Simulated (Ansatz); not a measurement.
# H4OSi: molecular dynamics

Purpose: to follow the molecule's vibrations and see whether its bonds hold. The start is relaxed first. Runs: 40 steps of 3 fs at constant energy, with velocities drawn for 700 K; 250 steps of 1 fs under a Langevin thermostat at 300 K. SMILES of the start: O[SiH3].

All numbers below are computed with Ansatz 0.2.0 (RKS PBE-D4/STO-3G).

**1. The starting structure**

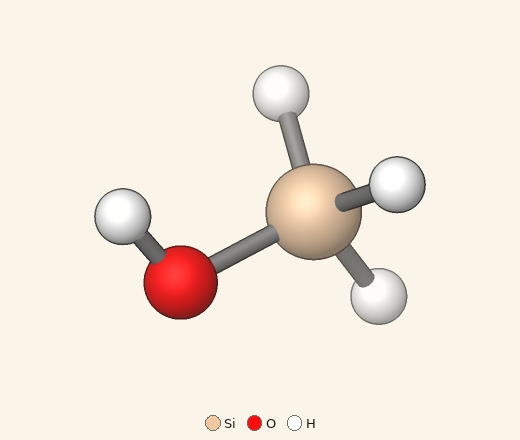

The starting structure, seen from a chosen angle (silicon light orange, oxygen red, hydrogen white).

Structure file:

```xyz
6

Si    0.0000    0.0000    0.0000
O     0.0000    0.0000    1.6800
H    -0.9095   -0.2814    2.0171
H     1.3768    0.0000   -0.4862
H    -0.6877    1.1914   -0.4862
H    -0.6877   -1.1914   -0.4862
```

**2. Relaxing the start**

input.yaml

```yaml
crystal:
  periodic: [false, false, false]
  atoms:
    - { symbol: Si, position_ang: [0.0, 0.0, 0.0] }
    - { symbol: O, position_ang: [0.0, 0.0, 1.68] }
    - { symbol: H, position_ang: [-0.9095, -0.2814, 2.0171] }
    - { symbol: H, position_ang: [1.3768, 0.0, -0.4862] }
    - { symbol: H, position_ang: [-0.6877, 1.1914, -0.4862] }
    - { symbol: H, position_ang: [-0.6877, -1.1914, -0.4862] }
basis:
  gaussian: { orbitals: STO-3G }
hamiltonian:
  xc: pbe
  dispersion: d4
relax:
  f_tol: 0.02
  max_steps: 40
```

Started as:

```
ansatz run input.yaml --threads 1 --pin off --max-ram 2048MiB --backend cpu --events-out ev --progress --plain --runs-dir out
```

The log of the run, shortened:

```text
Warning: RAYON_NUM_THREADS=1 ignored (pool sized by the plan → 1); use --threads N
[...]
Functional definition: PBE
[...]
240 factors; integrals over basis functions are off by at most 7.9e-6 eV
[...]
mean field -9862.55243574 eV, -362.4421169354 hartree, gradient 2.3e-5 eV, S^2 0.000000; 0 other end points of the search recorded, 0 dependent functions left out
[...]
reference -9862.55245193 eV, -362.4421175304 hartree; 13, 13 occupied and 5, 5 virtual orbitals, 240 factors
relax step   1: F+E_penalty+E_count = -9862.61687754 eV  Δ(F+E_penalty+E_count) = +0.000e0 eV  max|allowed force component| = 1.574e0 eV/Å  Δτ_max = 0.0000 Å  (19 SCF iters, accepted)
[...]
relax step   4: F+E_penalty+E_count = -9862.74258120 eV  Δ(F+E_penalty+E_count) = -4.821e-3 eV  max|allowed force component| = 1.054e-1 eV/Å  Δτ_max = 0.0324 Å  (22 SCF iters, accepted)
[...]
relax step   5: F+E_penalty+E_count = -9862.74342637 eV  Δ(F+E_penalty+E_count) = -8.452e-4 eV  max|allowed force component| = 1.612e-2 eV/Å  Δτ_max = 0.0248 Å  (22 SCF iters, accepted)
240 factors; integrals over basis functions are off by at most 7.0e-6 eV
mean field -9862.67930581 eV, -362.4467793243 hartree, gradient 8.8e-6 eV, S^2 0.000000; 1 other end points of the search recorded, 0 dependent functions left out
[...]
reference -9862.67932179 eV, -362.4467799117 hartree; 13, 13 occupied and 5, 5 virtual orbitals, 240 factors
Total energy: -9862.74344235 eV, -362.4491362987 hartree
Atom 0 at    -0.014894    -0.026472     0.005398 Å, force     0.000424     0.000622    -0.013218 eV/Å
Atom 1 at     0.075408    -0.098597     1.736225 Å, force    -0.016118    -0.002528     0.009811 eV/Å
Atom 2 at    -0.924299    -0.142708     2.002598 Å, force     0.015390     0.002832    -0.002470 eV/Å
Atom 3 at     1.364068     0.026585    -0.451573 Å, force     0.001949     0.000004     0.001802 eV/Å
Atom 4 at    -0.732118     1.155958    -0.476958 Å, force    -0.001403    -0.005092     0.002723 eV/Å
Atom 5 at    -0.676265    -1.196166    -0.577191 Å, force    -0.000242     0.004162     0.001353 eV/Å
Dipole moment:    -0.231071    -0.005187    -0.057207 e Å
```

It took 3.9 s on 1 thread of Arm Neoverse V1, shared host; peak memory 0.093 GiB.

Step by step:

```csv
step,energy from step 1 (eV),largest force component (eV/Å)
1,0.0000,1.5745
2,-0.0983,0.8907
3,-0.1209,0.2963
4,-0.1257,0.1054
5,-0.1265,0.0161
```

Step 1 is the start.

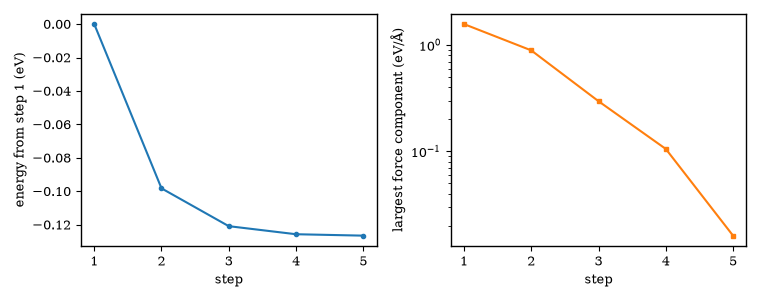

Energy and largest force along the relaxation.

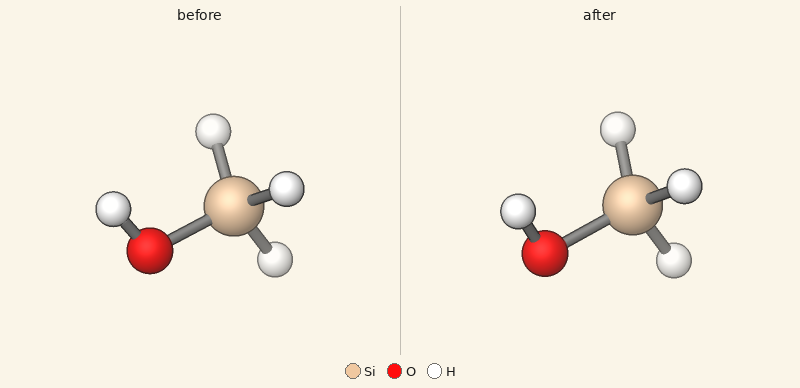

Before and after, at one scale.

After: Bond lengths: Si1–O2 1.735 Å, O2–H3 1.036 Å, Si1–H4 1.454 Å, Si1–H5 1.465 Å, Si1–H6 1.465 Å. Angles: Si1–O2–H3 102.0°, O2–Si1–H4 105.4°, O2–Si1–H5 112.8°, O2–Si1–H6 112.8°, H4–Si1–H5 109.4°, H4–Si1–H6 109.4°, H5–Si1–H6 107.0°.

**3. Run 1**

40 steps of 3 fs at constant energy, with velocities drawn for 700 K, from the relaxed start.

input.yaml

```yaml
crystal:
  periodic: [false, false, false]
  atoms:
    - { symbol: Si, position_ang: [-0.014894, -0.026472, 0.005398] }
    - { symbol: O, position_ang: [0.075408, -0.098597, 1.736225] }
    - { symbol: H, position_ang: [-0.924299, -0.142708, 2.002598] }
    - { symbol: H, position_ang: [1.364068, 0.026585, -0.451573] }
    - { symbol: H, position_ang: [-0.732118, 1.155958, -0.476958] }
    - { symbol: H, position_ang: [-0.676265, -1.196166, -0.577191] }
basis:
  gaussian: { orbitals: STO-3G }
hamiltonian:
  xc: pbe
  dispersion: d4
md:
  timestep: 3.0
  n_steps: 40
  ensemble: nve
  temperature: 700.0
  initial_velocities: maxwell_boltzmann
  seed: 80543
```

Started as:

```
ansatz run input.yaml --threads 1 --pin off --max-ram 2048MiB --backend cpu --events-out ev --progress --plain --runs-dir out
```

The log of the run, shortened:

```text
Warning: RAYON_NUM_THREADS=1 ignored (pool sized by the plan → 1); use --threads N
[...]
Functional definition: PBE
[...]
239 factors; integrals over basis functions are off by at most 7.6e-6 eV
[...]
mean field -9862.67930304 eV, -362.4467792227 hartree, gradient 2.1e-5 eV, S^2 0.000000; 0 other end points of the search recorded, 0 dependent functions left out
[...]
reference -9862.67931863 eV, -362.4467797954 hartree; 13, 13 occupied and 5, 5 virtual orbitals, 239 factors
md step     0: t =     0.00 fs  T =   700.0 K  F+E_penalty+E_count = -9862.74342360 eV  E_kin = 0.361928 eV  conserved = -9862.38149561 eV  (19 SCF iters)
[...]
md step    10: t =    30.00 fs  T = 21068.5 K  F+E_penalty+E_count = -9855.09232668 eV  E_kin = 10.893240 eV  conserved = -9844.19908686 eV  (34 SCF iters, 25 dispersion substeps)
[...]
md step    39: t =   117.00 fs  T = 21668.0 K  F+E_penalty+E_count = -9854.72562588 eV  E_kin = 11.203225 eV  conserved = -9843.52240112 eV  (56 SCF iters, 21 dispersion substeps)
[...]
md step    40: t =   120.00 fs  T = 21638.1 K  F+E_penalty+E_count = -9854.77669879 eV  E_kin = 11.187750 eV  conserved = -9843.58894912 eV  (105 SCF iters, 21 dispersion substeps)
Total energy: -9854.77671818 eV, -362.1563645855 hartree
Atom 0 at     0.337972    -0.274425     0.157038 Å, force     2.049726    -1.396349    -3.083925 eV/Å
Atom 1 at     1.824075    -1.123962     0.410718 Å, force     0.132851    -0.250470    -0.104841 eV/Å
Atom 2 at   -38.391547    22.974514    16.947881 Å, force    -0.000000     0.000000    -0.000001 eV/Å
Atom 3 at     0.649262     1.000775    -0.361219 Å, force     0.219122     1.192456    -0.842895 eV/Å
Atom 4 at    -0.142832    -0.020372     1.351305 Å, force    -1.975418     0.763283     4.509756 eV/Å
Atom 5 at    -0.669974    -0.928132    -0.627621 Å, force    -0.426281    -0.308921    -0.478094 eV/Å
Dipole moment:    -0.099778     0.040436    -0.070356 e Å
```

It took 26 s on 1 thread of Arm Neoverse V1, shared host; peak memory 0.074 GiB.

**4. What the atoms did**

One step in 3; energies are changes from step 0:

```csv
time (fs),T (K),potential energy change (meV/atom),total energy change (meV/atom)
0.0,700,0.0,0.00
9.0,188,146.9,102.73
18.0,24730,1060.0,3130.73
27.0,20904,1300.2,3041.26
36.0,21056,1280.6,3034.82
45.0,20958,1305.5,3051.21
54.0,21204,1268.1,3035.02
63.0,20910,1314.5,3056.07
72.0,21140,1298.5,3059.95
81.0,21144,1329.8,3091.46
90.0,21425,1290.1,3075.97
99.0,20974,1490.2,3237.29
108.0,22003,1342.5,3178.26
117.0,21668,1336.3,3143.18
120.0,21638,1327.8,3132.09
```

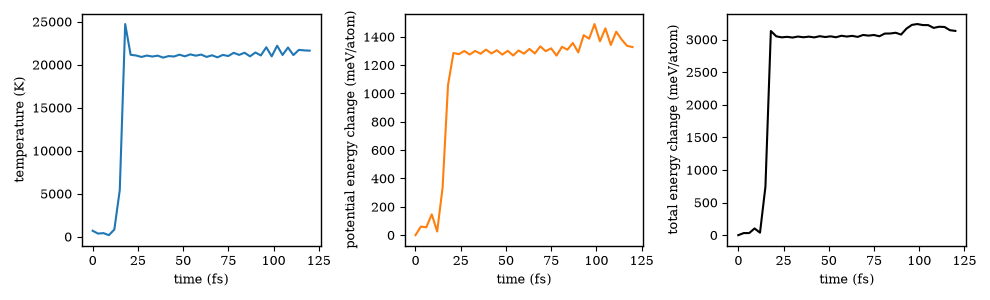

Time series of the run, each on its own scale.

Bonds that form or break, judged by distance (formed within 1.15 times the sum of covalent radii and held on average over 12 fs, broken when stretched by half; pairs already stretched at the start don't count as bonds):

```csv
time (fs),bond,event
18.0,O2–H3,breaks
```

On run 1: The run blows up, reaching 24730 K, so it describes no real motion.

**5. Run 2**

250 steps of 1 fs under a Langevin thermostat at 300 K, from the relaxed start.

Edit input.yaml of step 3 so:

```diff
@@ -15,7 +15,8 @@
 md:
-  timestep: 3.0
-  n_steps: 40
-  ensemble: nve
-  temperature: 700.0
+  timestep: 1.0
+  n_steps: 250
+  ensemble: nvt_langevin
+  temperature: 300.0
   initial_velocities: maxwell_boltzmann
-  seed: 80543
+  seed: 78873
+  friction: 0.001
```

Started as:

```
ansatz run input.yaml --threads 1 --pin off --max-ram 2048MiB --backend cpu --events-out ev --progress --plain --runs-dir out
```

The log of the run, shortened:

```text
Warning: RAYON_NUM_THREADS=1 ignored (pool sized by the plan → 1); use --threads N
[...]
Functional definition: PBE
[...]
239 factors; integrals over basis functions are off by at most 7.6e-6 eV
[...]
mean field -9862.67930304 eV, -362.4467792227 hartree, gradient 2.1e-5 eV, S^2 0.000000; 0 other end points of the search recorded, 0 dependent functions left out
[...]
reference -9862.67931863 eV, -362.4467797954 hartree; 13, 13 occupied and 5, 5 virtual orbitals, 239 factors
md step     0: t =     0.00 fs  T =   250.0 K  F+E_penalty+E_count = -9862.74342360 eV  E_kin = 0.193890 eV  (19 SCF iters)
[...]
md step    18: t =    18.00 fs  T =   127.0 K  F+E_penalty+E_count = -9862.65229732 eV  E_kin = 0.098514 eV  (23 SCF iters, 3 dispersion substeps)
[...]
md step    36: t =    36.00 fs  T =    74.9 K  F+E_penalty+E_count = -9862.62315117 eV  E_kin = 0.058096 eV  (24 SCF iters, 3 dispersion substeps)
[...]
md step    54: t =    54.00 fs  T =   123.4 K  F+E_penalty+E_count = -9862.64655731 eV  E_kin = 0.095688 eV  (24 SCF iters, 3 dispersion substeps)
[...]
md step    72: t =    72.00 fs  T =    92.4 K  F+E_penalty+E_count = -9862.63067973 eV  E_kin = 0.071678 eV  (20 SCF iters, 3 dispersion substeps)
md step    73: t =    73.00 fs  T =   100.6 K  F+E_penalty+E_count = -9862.64336051 eV  E_kin = 0.078036 eV  (23 SCF iters, 3 dispersion substeps)
md step    74: t =    74.00 fs  T =    94.1 K  F+E_penalty+E_count = -9862.63833778 eV  E_kin = 0.073006 eV  (20 SCF iters, 3 dispersion substeps)
```

**6. More of the same log: dynamics from the start**

Output, continued, shortened:

```text
md step    75: t =    75.00 fs  T =    99.0 K  F+E_penalty+E_count = -9862.63535039 eV  E_kin = 0.076816 eV  (19 SCF iters, 3 dispersion substeps)
[...]
md step    99: t =    99.00 fs  T =    52.0 K  F+E_penalty+E_count = -9862.60841016 eV  E_kin = 0.040339 eV  (23 SCF iters, 3 dispersion substeps)
[...]
md step   123: t =   123.00 fs  T =   150.4 K  F+E_penalty+E_count = -9862.67423667 eV  E_kin = 0.116671 eV  (24 SCF iters, 3 dispersion substeps)
[...]
md step   147: t =   147.00 fs  T =   202.7 K  F+E_penalty+E_count = -9862.68431737 eV  E_kin = 0.157179 eV  (23 SCF iters, 3 dispersion substeps)
[...]
md step   171: t =   171.00 fs  T =   166.0 K  F+E_penalty+E_count = -9862.64690873 eV  E_kin = 0.128752 eV  (23 SCF iters, 3 dispersion substeps)
md step   172: t =   172.00 fs  T =   150.3 K  F+E_penalty+E_count = -9862.63208795 eV  E_kin = 0.116600 eV  (23 SCF iters, 3 dispersion substeps)
```

**7. More of the same log: dynamics from the start**

Output, continued, shortened:

```text
md step   173: t =   173.00 fs  T =   170.9 K  F+E_penalty+E_count = -9862.64362576 eV  E_kin = 0.132566 eV  (23 SCF iters, 3 dispersion substeps)
[...]
md step   192: t =   192.00 fs  T =   114.0 K  F+E_penalty+E_count = -9862.58411874 eV  E_kin = 0.088412 eV  (24 SCF iters, 3 dispersion substeps)
[...]
md step   211: t =   211.00 fs  T =   187.8 K  F+E_penalty+E_count = -9862.66646945 eV  E_kin = 0.145636 eV  (20 SCF iters, 3 dispersion substeps)
[...]
md step   230: t =   230.00 fs  T =   183.1 K  F+E_penalty+E_count = -9862.65341556 eV  E_kin = 0.141980 eV  (23 SCF iters, 3 dispersion substeps)
[...]
md step   249: t =   249.00 fs  T =   181.6 K  F+E_penalty+E_count = -9862.64313149 eV  E_kin = 0.140848 eV  (20 SCF iters, 3 dispersion substeps)
[...]
md step   250: t =   250.00 fs  T =   154.7 K  F+E_penalty+E_count = -9862.61934559 eV  E_kin = 0.119959 eV  (20 SCF iters, 3 dispersion substeps)
Total energy: -9862.61936160 eV, -362.4445764153 hartree
Atom 0 at    -0.287329    -0.305690     0.027056 Å, force    -0.212240     0.506592    -1.442737 eV/Å
Atom 1 at    -0.110558    -0.507269     1.707065 Å, force     2.483229    -0.214440    -0.118781 eV/Å
Atom 2 at    -1.024979    -0.525753     2.077087 Å, force    -2.189987     0.045159     0.665443 eV/Å
Atom 3 at     0.955138    -0.738279    -0.650041 Å, force    -0.435272     0.045133     0.467416 eV/Å
Atom 4 at    -0.511509     1.100210    -0.371625 Å, force     0.154103    -0.192154     0.242966 eV/Å
Atom 5 at    -1.450133    -0.990668    -0.558009 Å, force     0.200166    -0.190290     0.185692 eV/Å
Dipole moment:    -0.233470    -0.025715     0.017896 e Å
```

Run time: 2.3 min. Hardware: 1 thread of Arm Neoverse V1, shared host; peak memory 0.073 GiB.

**8. The trajectory**

One step in 18; energies are changes from step 0:

```csv
time (fs),T (K),potential energy change (meV/atom)
0.0,250,0.0
18.0,127,15.2
36.0,75,20.0
54.0,123,16.1
72.0,92,18.8
90.0,114,13.9
108.0,123,14.6
126.0,60,24.5
144.0,149,17.5
162.0,173,16.9
180.0,122,23.6
198.0,207,14.4
216.0,180,14.7
234.0,187,13.9
250.0,155,20.7
```

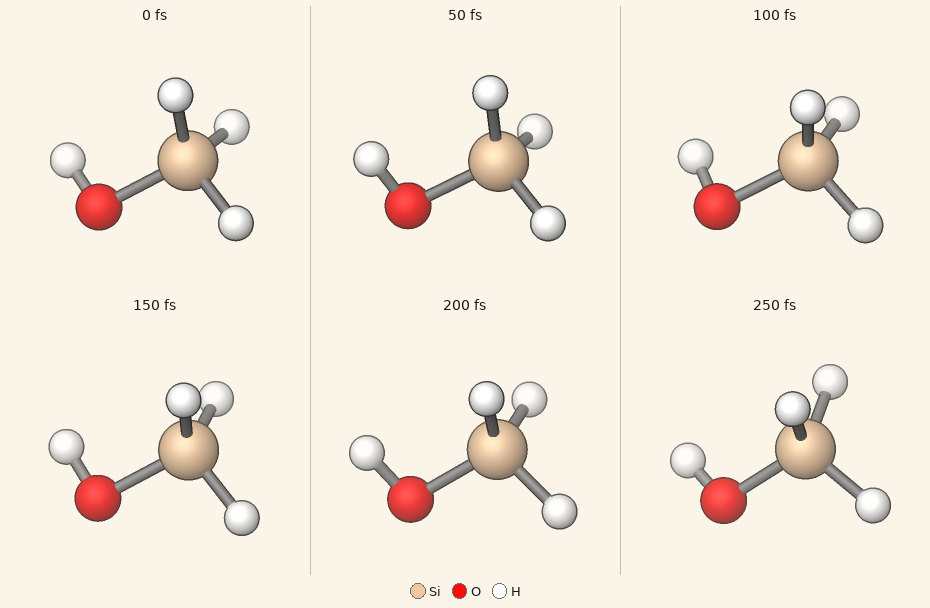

Six frames of the run, seen from a chosen angle. Sticks join atoms within a bonding distance in each frame.

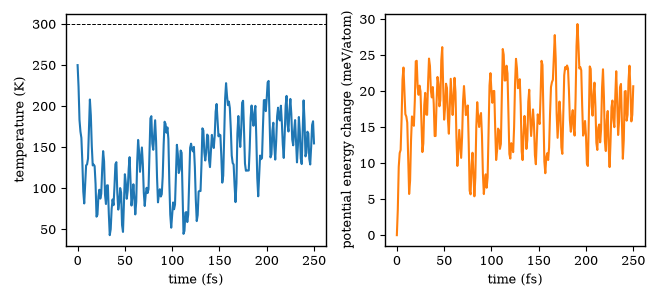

Traces against time; each panel has its own scale. The dashed line is the set temperature.

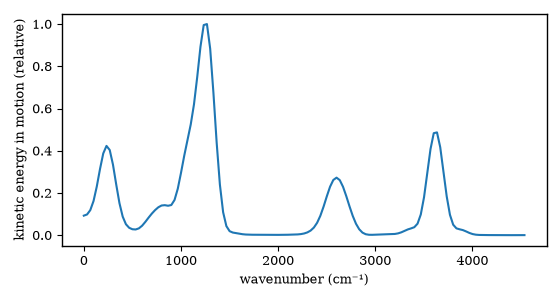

Power spectrum of the mass-weighted velocities; a run of 250 fs resolves no finer than about 270 cm⁻¹.

Maxima of the velocity power spectrum (cm⁻¹, relative height; resolution about 270 cm⁻¹): 230 (42), 1270 (100), 2600 (27), 3640 (49).

**9. Snapshots as a file**

Extended XYZ, with forces in eV/Å:

```xyz
6
time_fs=31.0 T=104 dE=0.1006
Si   -0.012   -0.060    0.013   -0.384    0.420    0.330
O     0.058   -0.088    1.760    1.127   -0.805   -0.449
H    -0.697    0.487    2.117   -0.828    0.544   -0.226
H     1.353    0.079   -0.494   -0.061   -0.119    0.138
H    -0.788    1.088   -0.498    0.074   -0.325    0.067
H    -0.570   -1.314   -0.532    0.072    0.285    0.141
6
time_fs=62.0 T=83 dE=0.1192
Si   -0.019   -0.077    0.010    0.090    0.309    0.419
O     0.055   -0.052    1.747   -0.599    0.482    0.904
H    -0.786    0.502    2.114    1.081   -0.826   -1.159
H     1.354   -0.094   -0.505   -0.179   -0.045    0.224
H    -0.692    1.102   -0.486   -0.223    0.268   -0.305
H    -0.692   -1.259   -0.502   -0.170   -0.188   -0.084
6
time_fs=94.0 T=168 dE=0.0507
Si   -0.034   -0.070    0.008   -0.278    0.063   -0.642
O     0.050   -0.038    1.731    1.564    0.111   -0.346
H    -0.918   -0.117    1.971   -1.628   -0.061    0.577
H     1.315   -0.343   -0.470   -0.053    0.078    0.050
H    -0.516    1.204   -0.592    0.195   -0.384    0.259
H    -0.947   -1.123   -0.480    0.200    0.192    0.102
6
time_fs=125.0 T=86 dE=0.1264
Si   -0.072   -0.081    0.018    0.973   -0.411   -0.795
O     0.031   -0.057    1.739   -1.930   -0.618    0.376
H    -1.001   -0.302    1.897    1.381    0.435    0.492
H     1.277   -0.405   -0.457   -0.243    0.009   -0.008
H    -0.408    1.208   -0.516   -0.221    0.674   -0.235
H    -1.045   -1.018   -0.545    0.039   -0.090    0.170
6
time_fs=156.0 T=209 dE=0.0613
Si   -0.127   -0.116    0.021    0.193    0.355   -0.024
O     0.001   -0.156    1.764   -0.831    0.346   -0.602
H    -0.958    0.221    1.938    0.280   -0.154    0.608
H     1.196   -0.430   -0.443    0.382   -0.105   -0.266
H    -0.555    1.185   -0.526    0.158   -0.124    0.248
H    -1.073   -1.065   -0.535   -0.182   -0.318    0.037
6
time_fs=188.0 T=200 dE=0.0830
Si   -0.197   -0.171    0.016   -0.301   -0.395    0.252
O    -0.063   -0.273    1.773    0.327   -0.039   -0.610
H    -0.783    0.364    2.155   -0.162    0.048   -0.394
H     1.121   -0.480   -0.548   -0.208   -0.005    0.269
H    -0.640    1.099   -0.551    0.039    0.211    0.235
H    -1.162   -1.163   -0.516    0.305    0.180    0.248
6
time_fs=219.0 T=165 dE=0.1151
Si   -0.250   -0.249    0.035   -0.994    0.528   -0.040
O    -0.105   -0.378    1.743   -0.563   -0.028    1.367
H    -1.029   -0.101    2.204    1.145   -0.321   -1.321
H     1.012   -0.589   -0.554    0.507   -0.244    0.051
H    -0.582    1.104   -0.365    0.009    0.409   -0.097
H    -1.301   -1.047   -0.577   -0.103   -0.345    0.040
6
time_fs=250.0 T=155 dE=0.1241
Si   -0.287   -0.306    0.027   -0.212    0.507   -1.443
O    -0.111   -0.507    1.707    2.483   -0.214   -0.119
H    -1.025   -0.526    2.077   -2.190    0.045    0.665
H     0.955   -0.738   -0.650   -0.435    0.045    0.467
H    -0.511    1.100   -0.372    0.154   -0.192    0.243
H    -1.450   -0.991   -0.558    0.200   -0.190    0.186
```

On run 2: Against a set 300 K the second half averages 160 K with a spread of 35 K; 17 meV/atom has gone into potential energy, and a thermostat that acts over some 1000 fs has not made it up in 250 fs. The bonding pattern survives the run.

**10. What came out**

| quantity | value |
| --- | --- |
| relaxation of the start | 4 moves, 0.127 eV lower |
| run 1: length | 40 steps of 3 fs |
| run 1: temperature, first and last step | 700 and 21638 K |
| run 1: temperature, second half | mean 21339 K, from 20858 to 22211 K |
| run 1: potential energy, second half | +1349 meV/atom from this run's first step |
| run 1: largest change of the total energy | 3237.29 meV/atom |
| run 1: bonds formed or broken | 1 |
| run 2: length | 250 steps of 1 fs |
| run 2: temperature, first and last step | 250 and 155 K |
| run 2: temperature, second half | mean 160 K, from 60 to 231 K |
| run 2: potential energy, second half | +17 meV/atom from this run's first step |
| run 2: bonds formed or broken | 0 |

What this shows: Mean temperatures of the second halves: none that means anything (unstable run), 160 K. Bonds changed in run 1 (an artefact of the unstable or too long step). Averages from a run of 250 fs with 6 atoms are rough. The nuclei move classically, without zero-point motion, which matters most for hydrogen. In so small a basis the energies are only a sketch.
